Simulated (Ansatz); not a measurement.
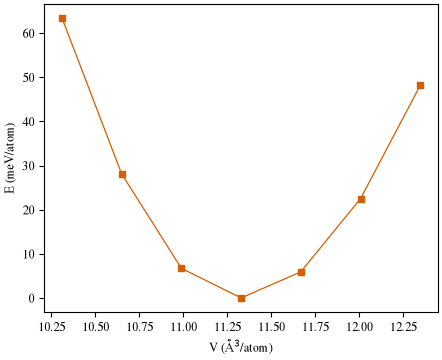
Fig. 1. SrVO₃ (cubic perovskite, Pm-3m) under volume change, plane-wave PAW r²SCAN (Ansatz code), scaled uniformly.

Q: What does a third-order Birch–Murnaghan fit give for V₀, B₀ and B′?

A: V₀ = 11.35 Å³/atom, B₀ = 191 GPa, B′ = 2.9.

Symmetry was held in the r²SCAN relaxation. Spin order of the final state: ferromagnetic, chosen from 5 collinear starts compared on coarse meshes (ties went to the first, and starts can fall back to one state), not a proven ground state. Other orbital occupations within this spin state were not tried. No Hubbard U is applied.

Potentials: the later of the program's two PAW sets.
